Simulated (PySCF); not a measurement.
# SF2: structure of the triplet

Aim: relax SF2 as a triplet from a linear start, check by its vibrations whether the end is a minimum, and collect its spectrum and constants.

Program: PySCF 2.14.0. Level of theory: PBE0, basis S def2-TZVP, F def2-TZVP, no relativity, density fitting. These are calculated values, not measurements.

### Step 1. The system as given

3 atoms, charge 0, spin multiplicity 3.

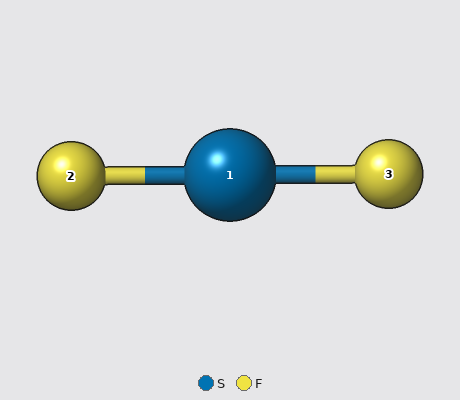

Start geometry, drawn with sulfur blue, fluorine yellow; atoms are numbered from 1 in the order of the file.

```xyz
3
charge 0 multiplicity 3
S     0.0000    0.0000    0.0000
F     0.0000    0.0000    1.6700
F     0.0000    0.0000   -1.6700
```

### Step 2. Finding the electronic state

One driver script runs all steps and calls PySCF; scf.py shows how it sets up the SCF of each step. The optimiser is the driver's own. After this first run the driver tries any further starts and a stability analysis.

scf.py reads:

```python
from pyscf import gto, scf, dft
mol = gto.M(atom='''
S      0.000000     0.000000     0.000000
F      0.000000     0.000000     1.670000
F      0.000000     0.000000    -1.670000''',
    basis={'S': 'def2-TZVP', 'F': 'def2-TZVP'},
    charge=0, spin=2)
mf = dft.UKS(mol, xc='PBE0')
mf.grids.atom_grid = (50, 194)
aux = {'S': 'def2-universal-JKFIT', 'F': 'def2-universal-JKFIT'}
mf = mf.density_fit(auxbasis=aux)
mf.conv_tol = 1e-08
mf.diis_space = 10
mf.max_cycle = 60
mf.init_guess = 'minao'
mf.verbose = 4
mf.kernel()
```

Started as:

```console
$ OMP_NUM_THREADS=4 python axn.py task.json out
```

After this run come: Relaxation: linear start, triplet; Vibrations and properties at this point; Following the imaginary mode; Is it a minimum? Harmonic modes.

Before running it: what results should come out? Wanted: minimum; geometry; wavenumbers; dipole moment; highest occupied, lowest empty level; polar-tensor charge of S1; zero-point energy; atomisation energy; ⟨S²⟩.

The runs gave:

| quantity | value |
| --- | --- |
| minimum | triplet, C2v |
| geometry | S–F 1.662 Å (×2); F–S–F 161.0° |
| wavenumbers (cm⁻¹) | 217 (a1), 613 (a1), 718 (b2) |
| dipole moment | 0.35 D |
| highest occupied, lowest empty level (either spin) | -8.55, -4.48 eV |
| polar-tensor charge of S1 | +1.21 e |
| zero-point energy | 9.3 kJ/mol |
| entropy at 298.15 K | 264.6 J/(mol K) |
| atomisation energy (no zero-point energy) | 616 kJ/mol |
| ⟨S²⟩ | 2.004 |

In words: From D∞h at the start the molecule goes to a C2v minimum, after a stop at a second-order saddle point 3.7 kJ/mol higher, from which it was pushed off along an imaginary mode. In the infrared the band at 718 cm⁻¹ (b2, stretch) leads. Most of the spin sits on S1 (Mulliken spin 1.61, against 2 for the whole molecule). Only this shape and spin were tried, so other structures or states may lie lower.
